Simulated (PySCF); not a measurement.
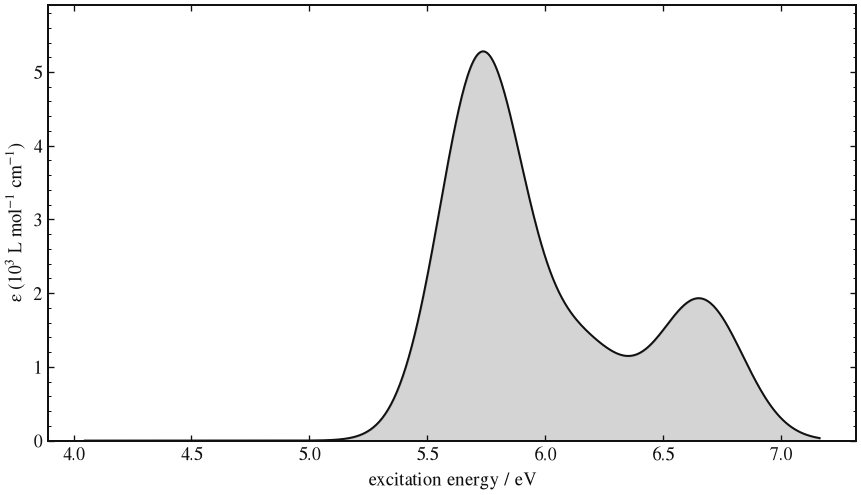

Computed absorption of C₂H₆AsGa, SMILES C#[C][GaH2-][AsH3+], singlet. Vertical TDDFT excitations, B3LYP/def2-SVPD with PySCF, at a PBE0-D3(BJ)/def2-SVP geometry (no frequency check), gas phase. Only the first 10 singlet excitations are included; each is broadened by a Gaussian of 1/e half-width 0.25 eV.

Where is the lowest singlet, and is it bright?

S1 lies at 5.25 eV (236 nm) with f = 0.000, mainly HOMO → LUMO (88 %); it is dark or nearly so.

Where is the maximum of the broadened curve, and how high is it?

At about 5.7 eV (216 nm), with ε near 5300 L mol⁻¹ cm⁻¹.

List the transitions behind the spectrum.

```tsv
state	E (eV)	λ (nm)	f	main character
S1	5.25	236	0.000	HOMO → LUMO (88 %)
S2	5.73	216	0.080	HOMO−1 → LUMO (85 %)
S3	5.92	209	0.000	HOMO → LUMO+1 (87 %)
S4	6.09	204	0.002	HOMO → LUMO+2 (62 %)
S5	6.14	202	0.013	HOMO−1 → LUMO+1 (55 %)
S6	6.22	199	0.003	HOMO−1 → LUMO+2 (86 %)
S7	6.40	194	0.002	HOMO−2 → LUMO (59 %)
S8	6.47	192	0.000	HOMO → LUMO+3 (96 %)
S9	6.50	191	0.000	HOMO−1 → LUMO+4 (55 %)
S10	6.66	186	0.029	HOMO−1 → LUMO+3 (97 %)
```

Known limits of this run: core orbitals are frozen in the response.
